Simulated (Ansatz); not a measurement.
The starting structures come from a database of crystals and need not be the phases stable at ambient conditions.

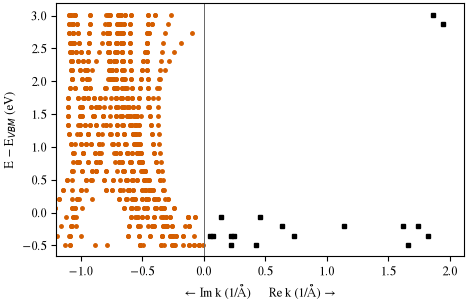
*Complex bands at the centre of the two-dimensional zone; PBEsol (Ansatz, a program for electronic structure)*

No gap correction and no spin-orbit coupling; mid-gap values are interpolated between computed energies.

Question: This is Li2ZrTeO6 (R3, not sure to be the ambient phase, 10 atoms a cell, 11.2 Å³ an atom, -6 GPa at this level) along the normal of (100). Read off the slowest decay at the centre of the two-dimensional zone at 1.33 eV, the computed energy nearest the middle of the gap.

Answer: κ ≈ 0.37 1/Å, a decay length 1/(2κ) of the density of 1.4 Å.
